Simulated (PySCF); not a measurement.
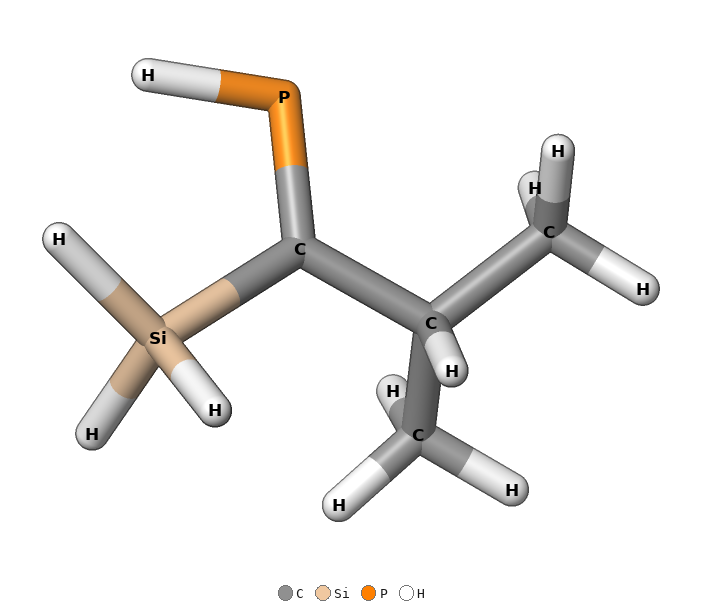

A stick model of a molecule.

The computed structure is the end point of a GFN2-xTB optimisation. No frequency run is at hand to confirm it as a minimum.

Count the atoms of each element.

Answer. C₄H₁₁PSi, 17 atoms: 4 carbon, 11 hydrogen, 1 phosphorus and 1 silicon.

Name functional groups in it.

Answer. Among them: Si–H bond.

How many bonds of each kind are drawn?

Answer. 7 C–H, 3 C–C, 3 Si–H, 1 P–H, 1 C–P, 1 C–Si.

What is the point group of this geometry?

Answer. C1.

Does it have rings?

Answer. It has no ring.

More results for the same structure follow; atom numbers are the same in all pictures, views and colours differ.

## Geometry

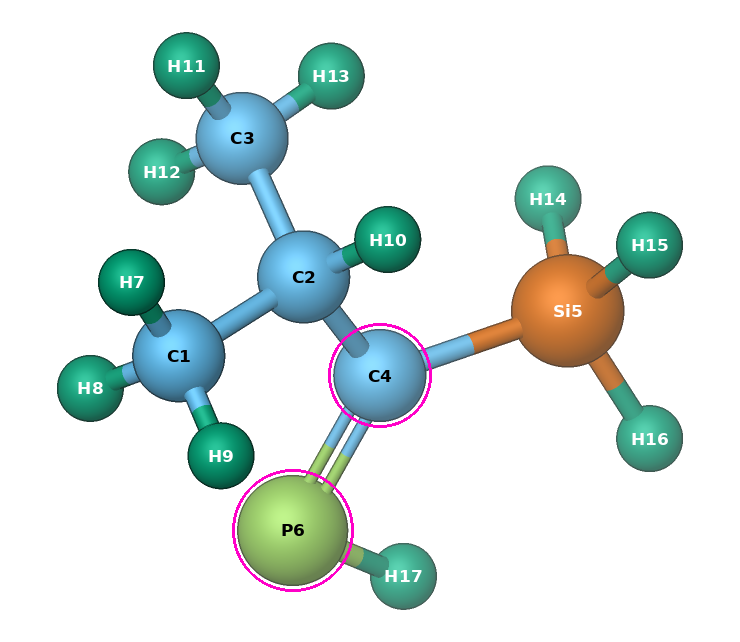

Atoms fade into the background with distance from the viewer. Circles mark the stereogenic atoms. No frequency run is at hand to confirm it as a minimum.

What are the Cahn–Ingold–Prelog descriptors?

Answer. C4=P6: Z.

## Dipole moment

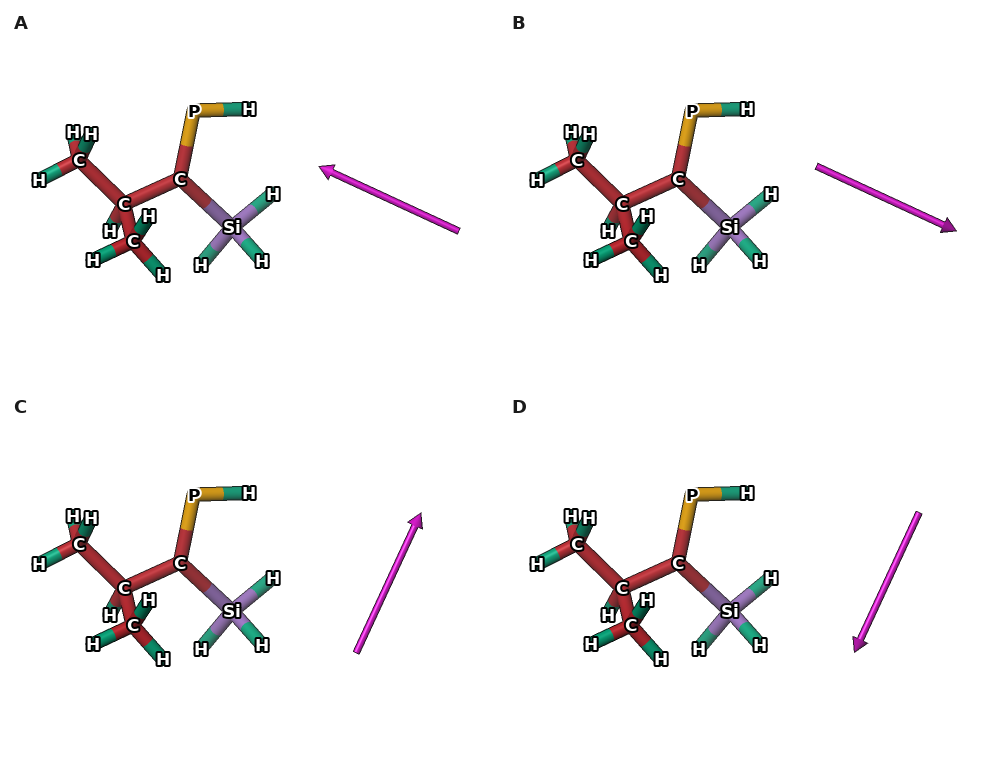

The same molecule four times, each with an arrow. No frequency run is at hand to confirm it as a minimum. Level of theory: ωB97X-D/def2-SVPD, gas phase (PySCF 2.14.0).

Which arrow points along the dipole moment, from the negative to the positive end?

Answer. D. The dipole moment is 1.09 D.

## Excitation

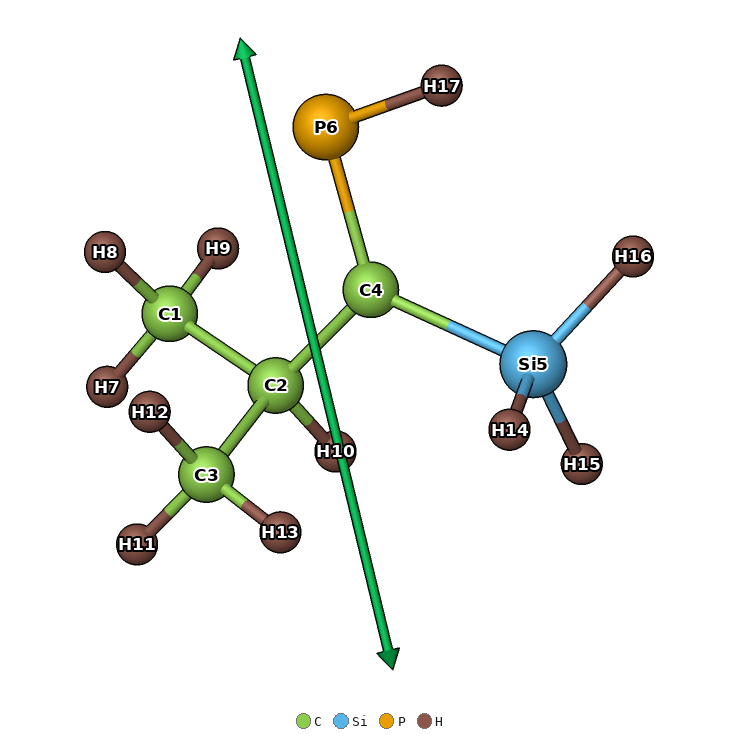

The double arrow shows the direction of the transition dipole to excited singlet state 2 (its length means nothing). No frequency run is at hand to confirm it as a minimum. Level of theory: TDDFT ωB97X-D/def2-SVPD, vertical, gas phase, core orbitals frozen in the response (PySCF 2.14.0).

How is the transition polarised?

Answer. Nearly parallel to the C4–P6 bond.

Where does the transition lie, and how strong is it?

Answer. 5.17 eV (240 nm), oscillator strength 0.23, mainly HOMO → LUMO (weight 0.95); transition dipole 3.44 D.

## Polarisability

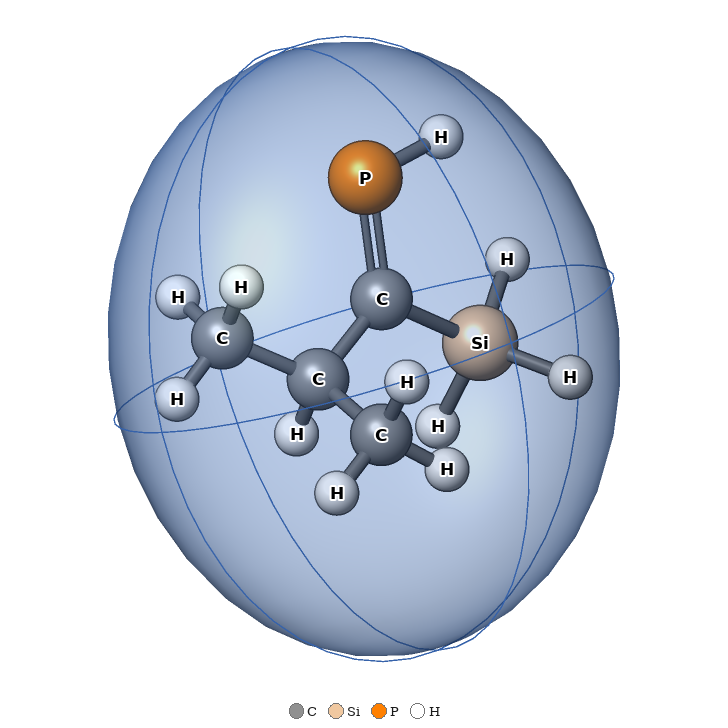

The ellipsoid shows the static dipole polarisability: its half-axes are proportional to the principal values. No frequency run is at hand to confirm it as a minimum. Level of theory: ωB97X-D/def2-SVPD (PySCF 2.14.0).

How large and how anisotropic is the polarisability?

Answer. Principal values 81.9, 106.6, 117.1 bohr³; mean 101.9 bohr³ (15.09 Å³); anisotropy 31.3 bohr³, so the longest axis is 1.43 times the shortest.

The geometry is semi-empirical. Around P, Si such bond lengths and angles can be off by a tenth of an ångström or more and by several degrees, and values that hang on the shape move with them.
